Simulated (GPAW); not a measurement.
# Quasiparticle gap of AlGaN2 (P-4m2) in GPAW

Wanted: ground state, empty states, screening and self-energy for AlGaN2 (P-4m2).

Main program and level: GPAW 26.7.0; LDA and many-body steps on it, plane waves.

**1. Set-up**

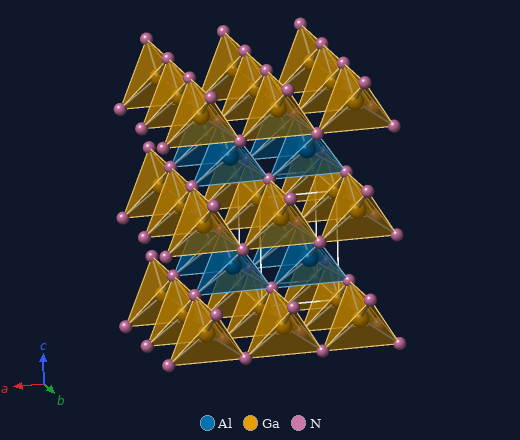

The starting structure, seen from a free direction (aluminium blue, gallium orange, nitrogen pink). 2×2×2 cells are drawn. Some periodic images of atoms are drawn too.

Coordinates:

```cif
data_structure
_symmetry_space_group_name_H-M 'P 1'
_symmetry_Int_Tables_number 1
_cell_length_a 3.1409
_cell_length_b 3.1409
_cell_length_c 4.4238
_cell_angle_alpha 90.000
_cell_angle_beta 90.000
_cell_angle_gamma 90.000
_cell_volume 43.64
loop_
_atom_site_label
_atom_site_type_symbol
_atom_site_fract_x
_atom_site_fract_y
_atom_site_fract_z
_atom_site_occupancy
Al1 Al 0.50000 0.50000 0.50000 1
Ga2 Ga 0.00000 0.00000 0.00000 1
N3 N 0.50000 0.00000 0.73826 1
N4 N 0.00000 0.50000 0.26174 1
```

The cell and positions are those that the Materials Project relaxed with its own functionals (PBE, PBE+U or r2SCAN), kept fixed.

**2. Ground state**

This step: GPAW 26.7.0; DFT, LDA, plane waves, PAW.

The ground-state density comes first.

run.py

```python
import json
import numpy as np
from gpaw.mpi import world
from ase import Atoms
from gpaw import GPAW, PW, FermiDirac

atoms = Atoms(['Al', 'Ga', 'N', 'N'],
    cell=[[3.1408770487, 0.0000000000, 0.0000000000],
      [0.0000000000, 3.1408770487, 0.0000000000],
      [0.0000000000, 0.0000000000, 4.4238379400]],
    scaled_positions=[[0.5000000000, 0.5000000000, 0.5000000000],
      [0.0000000000, 0.0000000000, 0.0000000000],
      [0.5000000000, 0.0000000000, 0.7382648100],
      [0.0000000000, 0.5000000000, 0.2617351900]],
    pbc=(True, True, True))
calc = GPAW(mode=PW(600),
    xc='LDA',
    kpts={'size': (8, 8, 6), 'gamma': True},
    occupations=FermiDirac(0.001),
    nbands=-8,
    convergence={'density': 1e-6, 'bands': -3},
    maxiter=100,
    txt='gs.txt')
atoms.calc = calc
res = {'energy': atoms.get_potential_energy()}
kpts = calc.get_ibz_k_points()
res['kpts'] = kpts
res['eigenvalues'] = [calc.get_eigenvalues(kpt=k) for k in range(len(kpts))]
res['n_electrons'] = calc.get_number_of_electrons()
calc.write('gs.gpw')

if world.rank == 0:
    with open('result.json', 'w') as f:
        json.dump(res, f, default=lambda x: x.tolist())
```

Launch:

```
$ mpirun -n 4 gpaw python run.py
```

Numbers of over 12 decimals in the logs are rounded to 6 here.

Log:

```text
__  _  _
 | _ |_)|_||  |
 |__||  | ||/\| - 26.7.0

Input parameters:
  mode=PW(ecut=600.0),
  convergence={'density': 1e-06, 'bands': -3},
  kpts=MonkhorstPack(size=(8, 8, 6), gamma=True),
  maxiter=100,
  nbands=-8,
  occupations=Occupations(name='fermi-dirac', width=0.001, fixmagmom=False),
  xc=XC(name='LDA')
  [... matrices ...]
Diagonalizing LCAO Hamiltonian
Converting LCAO to pw mode
   .-------.
  /|       |
 * |       |
 | | N     |
 | |  Al   |
 |N.-------.
 |/       /
 Ga------*

Atoms  # Å, Bohr magnetons
|   | symbol |        x |        y |        z |    initial magnetic moments |
| 0 |     Al | 1.570439 | 1.570439 | 2.211919 | ( 0.0000,  0.0000,  0.0000) |
| 1 |     Ga | 0.000000 | 0.000000 | 0.000000 | ( 0.0000,  0.0000,  0.0000) |
| 2 |      N | 1.570439 | 0.000000 | 3.265964 | ( 0.0000,  0.0000,  0.0000) |
| 3 |      N | 0.000000 | 1.570439 | 1.157874 | ( 0.0000,  0.0000,  0.0000) |

Unit cell  # Å
| periodic |        x |        y |        z |  lengths |    angles |
|      yes | 3.140877 | 0.000000 | 0.000000 | 3.140877 | 90.000000 |
|      yes | 0.000000 | 3.140877 | 0.000000 | 3.140877 | 90.000000 |
|      yes | 0.000000 | 0.000000 | 4.423838 | 4.423838 | 90.000000 |

Number of symmetries: 8
Symmetry operations  # r_c * U_cc + t_c -> r_c
|   | kind |            matrix            |
| 0 |  E   |  1, 0, 0,  0, 1, 0,  0, 0, 1 |
| 1 |  σ   |  1, 0, 0,  0,-1, 0,  0, 0, 1 |
| 2 |  C2  |  0, 1, 0,  1, 0, 0,  0, 0,-1 |
| 3 |  S4  |  0, 1, 0, -1, 0, 0,  0, 0,-1 |
| 4 |  S4  |  0,-1, 0,  1, 0, 0,  0, 0,-1 |
| 5 |  C2  |  0,-1, 0, -1, 0, 0,  0, 0,-1 |
| 6 |  σ   | -1, 0, 0,  0, 1, 0,  0, 0, 1 |
| 7 |  C2  | -1, 0, 0,  0,-1, 0,  0, 0, 1 |

BZ-sampling:
  Number of BZ points: 384
  Number of IBZ points: 60

  Monkhorst-Pack size: [8, 8, 6]
  Monkhorst-Pack shift: [0.0625, 0.0625, 0.083333]

K-points  # in reciprocal-cell coordinates
|     |                                coordinates |     weight |
|   0 | (  0.00000000,   0.00000000,   0.00000000) | 0.00260417 |
|   1 | (  0.00000000,   0.00000000,   0.16666667) | 0.00520833 |
|   2 | (  0.00000000,   0.00000000,   0.33333333) | 0.00520833 |
|   3 | (  0.00000000,   0.00000000,   0.50000000) | 0.00260417 |
|   4 | (  0.12500000,   0.00000000,   0.00000000) | 0.01041667 |
|   5 | (  0.12500000,   0.00000000,   0.16666667) | 0.02083333 |
|   6 | (  0.12500000,   0.00000000,   0.33333333) | 0.02083333 |
|   7 | (  0.12500000,   0.00000000,   0.50000000) | 0.01041667 |
|   8 | (  0.12500000,   0.12500000,   0.00000000) | 0.01041667 |
|   9 | (  0.12500000,   0.12500000,   0.16666667) | 0.02083333 |
| ... |                                            |            |
|  59 | (  0.50000000,   0.50000000,   0.50000000) | 0.00260417 |

Plane wave coefficients: 1482
Cutoff: 600.0 eV

Spin-components: 1 (collinear spins)
Bands:           16
Projectors:      20
Spin-degeneracy: 2
Datatype:        complex128

  Storage: CPU
  Wave functions: 22_502_400 bytes (5_625_600 per core)
  Projectors: 39_379_200 bytes (9_844_800 per core)
  [... matrices ...]
Parallelization:
  kpt:    4
  domain: 1
  band:   1

Density:
  Valence electrons: 16.0
  Components: 1
  Grid points: [18 18 25]
  Charge: 0.0  # |e|

Potential:
  Grid points: [18 18 25]

species:
  Al:
    name:    Aluminium
    Z:       13.0
    valence: 3
    core:    10
    charge:  0.0  # [|e|]
    compensation charges:
      type: gauss
      rc: 0.34  # [Å]
      lmax: 2
    cutoffs:
      filter: 1.91  # [Å]
      core: 2.36  # [Å]
    projectors
    | kind |    occ | energy [eV] | rcut [Å] |
    |   3s |  2.000 |      -7.830 |    1.085 |
    |   3p |  1.000 |      -2.783 |    1.085 |
    |    s |        |      19.382 |    1.085 |
    |    p |        |      24.428 |    1.085 |
    |    d |        |       0.000 |    1.085 |

    Using partial waves for Al as LCAO basis

  Ga:
    name:    Gallium
    Z:       31.0
    valence: 3
    core:    28
    charge:  0.0  # [|e|]
    compensation charges:
      type: gauss
      rc: 0.37  # [Å]
      lmax: 2
    cutoffs:
      filter: 2.06  # [Å]
      core: 4.17  # [Å]
    projectors
    | kind |    occ | energy [eV] | rcut [Å] |
    |   4s |  2.000 |      -9.167 |    1.164 |
    |   4p |  1.000 |      -2.734 |    1.164 |
    |    s |        |      18.045 |    1.164 |
    |    p |        |      24.478 |    1.164 |
    |    d |        |       0.000 |    1.164 |

    Using partial waves for Ga as LCAO basis

  N:
    name:    Nitrogen
    Z:       7.0
    valence: 5
    core:    2
    charge:  0.0  # [|e|]
    compensation charges:
      type: gauss
      rc: 0.18  # [Å]
      lmax: 2
    cutoffs:
      filter: 1.11  # [Å]
      core: 0.96  # [Å]
    projectors
    | kind |    occ | energy [eV] | rcut [Å] |
    |   2s |  2.000 |     -18.420 |    0.603 |
    |   2p |  3.000 |      -7.237 |    0.529 |
    |    s |        |       8.791 |    0.603 |
    |    p |        |      19.974 |    0.529 |
    |    d |        |       0.000 |    0.577 |

    Using partial waves for N as LCAO basis

Reference energy: -62328.226297  # eV

eigensolver:
  PPCG
  Converge bands: -3
  niter=2

density mixing:
  MSR1-Mixer
  Pratt-step length: 0.05
  Maximum mixing coefficient: 0.75
  Old densities: 10
  SVD Regularization: 0.005
  Good broyden scale: 1.0
  Trust region scale: 1.0
  Backstep threshold: 4.0
  History deletion threshold: 6.0
  Fourier metric: weight=20.0, sigma=0.015

occupation numbers:
  Fermi-Dirac:
    width: 0.0010  # eV

poisson solver:
  ecut: 4800.0  # eV

xc functional:
  name: None

Initialization done in: 0.851 s

convergence criteria:
- Maximum integral of absolute [dens]ity change: 1e-06 electrons / valence electron
- Maximum [total energy] change in last 3 cyles: 0.0005 eV / valence electron
- Maximum integral of absolute [eigenst]ate change: 4e-08 eV^2 / valence electron
maximum number of iterations: 100

SCF iterations
|iter     |     time |      energy | eigst |  dens |
|iter:   1|  |  -33.870899 | +0.75 |       |
|iter:   2|  |  -32.849689 | -0.53 | -0.56 |
|iter:   3|  |  -29.948444 | -0.33 | -0.62 |
|iter:   4|  |  -29.918326 | -2.40 | -1.28 |
|iter:   5|  |  -29.910320 | -3.07 | -1.57 |
|iter:   6|  |  -29.910350 | -4.49 | -2.74 |
|iter:   7|  |  -29.910360c| -5.47 | -3.10 |
|iter:   8|  |  -29.910360c| -6.31 | -3.95 |
|iter:   9|  |  -29.910360c| -7.17 | -4.74 |
|iter:  10|  |  -29.910360c| -7.88c| -5.56 |
|iter:  11|  |  -29.910360c| -8.49c| -6.17c|

Converged in 11 steps
SCF loop duration: 4.144 s (0.377 s/step)
Energy contributions relative to reference atoms: (reference = -62328.226297)
  [... matrices ...]
Energy contributions:
  Kinetic:          49.564526
  Coulomb:         -43.015328
  Zero:              0.028933
  External:          0.000000
  Xc:              -36.488491
  Entropy:          -0.000000
  Spinorbit:         0.000000
  ----------------------------
  Free energy:     -29.910360
  Extrapolated:    -29.910360

dipole moment: (-15.755731, -15.755731, -11.224096)  # |e|*Ang

Fermi level: 5.930
Eigenvalues  # (at kpt = [0.000, 0.000, 0.000])
| band index |      eig [eV] | occ [0-2] |
|          0 |        -9.440 |     2.000 |
|          1 |        -6.468 |     2.000 |
|          2 |         0.282 |     2.000 |
|          3 |         3.600 |     2.000 |
|          4 |         3.600 |     2.000 |
|          5 |         5.689 |     2.000 |
|          6 |         5.908 |     2.000 |
|          7 |         5.908 |     2.000 |
|          8 |         8.840 |     0.000 |
|          9 |         9.436 |     0.000 |
|         10 |        13.409 |     0.000 |
|         11 |        17.042 |     0.000 |
|         12 |        17.042 |     0.000 |
|         13 |        17.156 |     0.000 |
|         14 |        18.542 |     0.000 |
|         15 |        20.649 |     0.000 |

Gap: 2.933 eV
Transition (v -> c):
  (s=0, k=0, n=7, [0.00, 0.00, 0.00]) -> (s=0, k=0, n=8, [0.00, 0.00, 0.00])
No difference between direct/indirect transitions
# Writing to gs.gpw (mode='')
  [... matrices ...]
```

Elapsed: 6.4 s, on 4 MPI ranks of Arm Neoverse V2, shared host; peak memory 0.65 GiB; 25 s of CPU time.

Numbers from this step:

| Property | Result |
| --- | --- |
| total energy | -29.91 eV |
| gap | 2.933 eV |
| k of the valence top | 0, 0, 0 |
| k of the conduction bottom | 0, 0, 0 |
| least direct gap | 2.933 eV |

The gap is direct, at Γ.

**3. Empty states on the mesh, 4×4×4 mesh, 109 bands**

The sums over transitions need many empty states on a uniform mesh; this step solves for them.

run.py

```python
import json
import numpy as np
from gpaw.mpi import world
from gpaw import GPAW

calc = GPAW('gs.gpw').fixed_density(kpts={'size': (4, 4, 4), 'gamma': True},
    parallel={'domain': 1, 'band': 1},
    txt='nscf.txt')
calc.diagonalize_full_hamiltonian(nbands=109)
calc.write('full.gpw', mode='all')
res = {}
kpts = calc.get_ibz_k_points()
res['kpts'] = kpts
res['eigenvalues'] = [calc.get_eigenvalues(kpt=k) for k in range(len(kpts))]
res['n_electrons'] = calc.get_number_of_electrons()

if world.rank == 0:
    with open('result.json', 'w') as f:
        json.dump(res, f, default=lambda x: x.tolist())
```

Launch:

```
$ mpirun -n 4 gpaw python run.py
```

Log:

```text
Diagonalizing LCAO Hamiltonian
Converting LCAO to pw mode
convergence criteria:
- Maximum integral of absolute [eigenst]ate change: 4e-08 eV^2 / valence electron
maximum number of iterations: 100

SCF iterations
|iter     |     time |      energy | eigst |  dens |
|iter:   1|  |             | +0.86 |       |
|iter:   2|  |             | -0.57 |       |
|iter:   3|  |             | -1.44 |       |
[...]
|iter:  10|  |             | -6.43 |       |
|iter:  11|  |             | -6.72 |       |
|iter:  12|  |             | -7.48c|       |
SCF steps: 12
  __  _  _
 | _ |_)|_||  |
 |__||  | ||/\| - 26.7.0

Input parameters:
  mode=PW(ecut=600.0),
  convergence={'density': 1e-06, 'bands': -3},
  gpts=array([18, 18, 25]),
  kpts=MonkhorstPack(size=(4, 4, 4), gamma=True),
  maxiter=100,
  nbands=16,
  occupations=Occupations(name='fermi-dirac', width=0.001, fixmagmom=False),
  parallel={'domain': 1, 'band': 1},
  xc=XC(name='LDA')
Matrix size: 1465x1465
# Writing to full.gpw (mode='all')
  [... matrices ...]

timing:  # [seconds]
  Total: 12.573  # ━━━━━━━━━━━━━━━━━━━━━━━━━━━━━━━━━━━━━━━━━━━━━━━━━━━━━━━━━━
```

Wall time 16 s (4 MPI ranks); peak memory 1.3 GiB.

Numbers from this step:

```
gap                                                           : 2.933 eV
k of the valence top                                          : 0, 0, 0
k of the conduction bottom                                    : 0, 0, 0
least direct gap                                              : 2.933 eV
k points computed                                             : 18
lowest point of the top converged band, above the valence top : 87.9876 eV
```

On this mesh the gap is 2.933 eV.

**4. Screening and self-energy, 4×4×4 mesh, 99 bands, screening to 100 eV**

Now the one-shot GW correction: screening in the RPA, then the self-energy of the levels asked for.

This step: G0W0 on LDA, plane waves, PAW.

run.py

```python
import json
import numpy as np
from gpaw.mpi import world
from gpaw.response.g0w0 import G0W0

gw = G0W0('full.gpw',
    filename='gw',
    kpts=[0],
    bands=(6, 10),
    ecut=100,
    nbands=99,
    integrate_gamma='WS',
    ppa=True)
gw.calculate()
res = {mode: {k: v for k, v in r.items() if k != 'sigma_eskwn'}
       for mode, r in gw.all_results.items()}

if world.rank == 0:
    with open('result.json', 'w') as f:
        json.dump(res, f, default=lambda x: x.tolist())
```

Launch:

```
$ mpirun -n 4 gpaw python run.py
```

Log:

```text
Using integrator: PointIntegrator
FrequencyGridDescriptor(from 0.000+0.000j to 0.000+27.211j eV, 2 points)
Nonperiodic BCs:  [False False False]
Using integrator: PointIntegrator
FrequencyGridDescriptor(from 0.000+0.000j to 0.000+27.211j eV, 2 points)
Nonperiodic BCs:  [False False False]
  ___  _ _ _
 |   || | | |
 | | || | | |
 |__ ||_____|
 |___|

BZ k-points: Symmetries present (total): 8

  [... matrices ...]
64 k-points: 4 x 4 x 4 Monkhorst-Pack grid + [1/8,1/8,1/8]
18 k-points in the irreducible part of the Brillouin zone
       k-points in crystal coordinates                weights
   0:     0.00000000    0.00000000    0.00000000          1/64
   1:     0.00000000    0.00000000    0.25000000          2/64
   2:     0.00000000    0.00000000    0.50000000          1/64
   3:     0.25000000    0.00000000    0.00000000          4/64
   4:     0.25000000    0.00000000    0.25000000          8/64
   5:     0.25000000    0.00000000    0.50000000          4/64
   6:     0.25000000    0.25000000    0.00000000          4/64
   7:     0.25000000    0.25000000    0.25000000          8/64
   8:     0.25000000    0.25000000    0.50000000          4/64
   9:     0.50000000    0.00000000    0.00000000          2/64
          ...
  17:     0.50000000    0.50000000    0.50000000          1/64

Distributing spins, k-points and bands (1 x 1 x 4) over 4 processes
Number of blocks: 1

Quasi particle states:
k-points (IBZ indices): [0]
Band range: (6, 10)
  [... matrices ...]
Computational parameters:
Plane wave cut-off: 100 eV
Number of bands: 99
Coulomb cutoff: None
Broadening: 0.1 eV

fxc modes: GW
Kernel: RPA
Using Godby-Needs plasmon-pole approximation:
  Fitting energy: i*E0, E0 = 1.000 Hartree
Summing all q:

Calculating screened Coulomb potential
No Coulomb truncation
FrequencyGridDescriptor(from 0.000+0.000j to 0.000+27.211j eV, 2 points)
Removing empty qpoint cache files...

Calculating chi0 body with:
    Ground state adapter containing:
    Number of spins: 1
    Number of kpoints: 64
    Number of irreducible kpoints: 18
    Number of completely occupied states: 8
    Number of partially occupied states: 8
    Occupied states memory: 0.98876953125 M / cpu

    Linear response parametrization:
    q_c: [0.0, 0.0, 0.0]
    Number of frequency points: 2
    Planewave cutoff: 100.0
    Number of bands: 99
    Number of planewaves: 107
    Broadening (eta): 1e-06
    comm.size: 4
    kncomm.size: 4
    blockcomm.size: 1

    Memory estimate of potentially large arrays:
        chi0_wGG: 0.349396 M / cpu
Integrating chi0 body.

Symmetries of q_c:
    Direct symmetries (Uq -> q): 8
    Indirect symmetries (TUq -> q): 8
In total 16 allowed symmetries.

  [... matrices ...]
18 groups of equivalent kpoints. 71.875% reduction.

Integral kind: response function
Integrating chi0 head and wings.

Symmetries of q_c:
    Direct symmetries (Uq -> q): 8
    Indirect symmetries (TUq -> q): 8
In total 16 allowed symmetries.

  [... matrices ...]
18 groups of equivalent kpoints. 71.875% reduction.

Integral kind: response function wings

Calculating chi0 body with:
    Ground state adapter containing:
    Number of spins: 1
    Number of kpoints: 64
    Number of irreducible kpoints: 18
    Number of completely occupied states: 8
    Number of partially occupied states: 8
    Occupied states memory: 0.98876953125 M / cpu

    Linear response parametrization:
[... the further q-points ...]

Results:
f:      Occupation numbers
eps:     KS-eigenvalues [eV]
vxc:     KS vxc [eV]
exx:     Exact exchange [eV]
sigma:   Self-energies [eV]
dsigma:  Self-energy derivatives
Z:       Renormalization factors
qp:      QP-energies [eV]

k-point 0 (0): (0.000, 0.000, 0.000)                GW
band       f     eps     vxc     exx   sigma  dsigma       Z      qp
                                                                   GW
   6   1.000   5.908 -18.510 -21.993   3.071  -0.268   0.789   5.583
   7   1.000   5.908 -18.510 -21.992   3.071  -0.268   0.789   5.583
   8   0.000   8.840 -15.637 -10.895  -3.347  -0.223   0.817   9.980
   9   0.000   9.436 -12.551  -7.924  -3.711  -0.202   0.832  10.198
```

Wall time 22 s (4 MPI ranks); peak memory 1.1 GiB; 86 s of CPU time.

This step gave:

```yaml
g0w0_gap_on_the_points_computed: 4.397 eV
least_direct_g0w0_gap_on_the_computed_points: 4.397 eV
z_at_the_valence_top: 0.7886
z_at_the_conduction_bottom: 0.8175
starting_gap_on_the_mesh: 2.933 eV
k_of_the_valence_top: 0, 0, 0
k_of_the_conduction_bottom: 0, 0, 0
```

The gap on the mesh goes from 2.93 eV to 4.40 eV, a correction of +1.46 eV.

Limits: finite bands, cutoff and mesh; no spin-orbit coupling; coarse k mesh. v1 is the top filled band, c1 the lowest empty one. The levels before and after the correction (eV, zero at the valence-band top of each column):

```
           conduction bottom  valence top
Kohn-Sham               2.93         0.00
     G0W0               4.40         0.00
```

```
             level  energy (eV)
Kohn-Sham  Γ v2-v1        0.000
Kohn-Sham     Γ c1        2.933
Kohn-Sham     Γ c2        3.529
     G0W0  Γ v2-v1        0.000
     G0W0     Γ c1        4.397
     G0W0     Γ c2        4.615
```

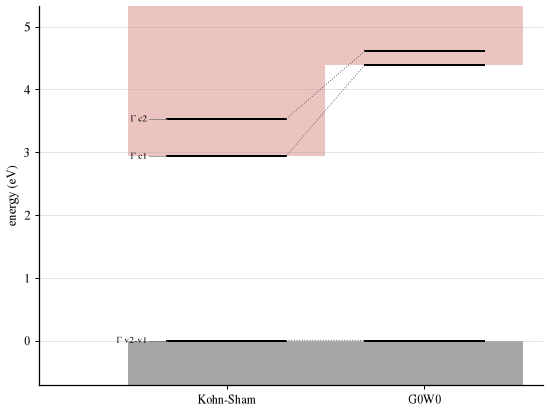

Levels before and after the correction. Shaded: valence and conduction bands.

**5. Where the time went**

Times are wall times on 4 MPI ranks of Arm Neoverse V2, shared host, good to a factor of about two.

```
                     step   time  share  memory (GiB)
             ground state  6.4 s   14 %          0.65
 empty states on the mesh   16 s   36 %           1.3
screening and self-energy   22 s   49 %           1.1
```

**6. Summary of results**

| Item | Value |
| --- | --- |
| LDA gap | 2.93 eV, direct |
| G0W0 gap on the mesh | 4.40 eV |
| GW settings | 4×4×4 mesh, 99 bands, screening to 100 eV, Godby-Needs plasmon pole |
| known limits | not at the basis limit; no spin-orbit coupling; coarse k mesh |

G0W0 moves the gap on the mesh from 2.93 eV to 4.40 eV (+1.46 eV), with Z of 0.79 and 0.82 at the edges. Only 1 of the mesh's irreducible points was corrected, so a valley elsewhere could overtake. Bands and cutoff are finite, so the gap is not at the basis limit. The miss can reach some tenths of an eV and take either sign; the mesh is an error of its own. These stock PAW sets were not made for GW; the filled d or f shell of Ga lies in the frozen core, which bears on start and correction. In the G0W0 run levels were corrected at 1 k point alone, so a gap called «on the mesh» is the least over those, and an edge elsewhere would be missed. The 4×4×4 mesh is coarse for this cell, which bears on the long-range parts of exchange and screening. The many-body steps are scalar-relativistic: spin-orbit coupling is not in them.

[Paths, hosts, dates, memory and timing lines, banners, echoed tables and standing remarks are left out of the program output.]

[Logs are printed without paths, hosts, clocks, repeated set-up lines and the standing remarks that a program may print on its own settings, such as how far it seeks lower states.]

[Runs of the session that timed out or met a known fault of the program may be left out.]

[Hosts, paths, dates, database ids (printed as entryN), source tags and the programs' standing remarks are cut or masked in the printed files.]
